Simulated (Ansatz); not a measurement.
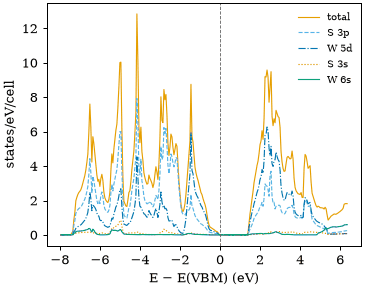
Figure: Total and projected density of states of WS2 in space group P6_3/mmc (No. 194; W on 2c, S on 4f), r²SCAN (plane waves, PAW; program Ansatz)

Q: Which orbitals carry the states next to the gap?

A: Top 1 eV of the valence band: W 5d 68 %, S 3p 27 %. Bottom 1 eV of the conduction band: W 5d 63 %, S 3p 31 %. Projections are on Löwdin-orthogonalised atomic valence shells; empty p or d shells of many metals are not among them.

Q: Where is the tallest occupied peak in this window, and what makes it?

A: Near -4.1 eV, about 13 states/eV per cell; the largest projected share is S 3p.

The r²SCAN relaxation kept the symmetry of its start. No spin polarisation was allowed. A crystal of weakly bound layers computed without a dispersion correction: the cell and the soft elastic constants depend strongly on that. Scalar-relativistic: spin–orbit coupling is off unless named, which matters more the heavier the elements.

Potentials: the later of the program's two PAW sets.
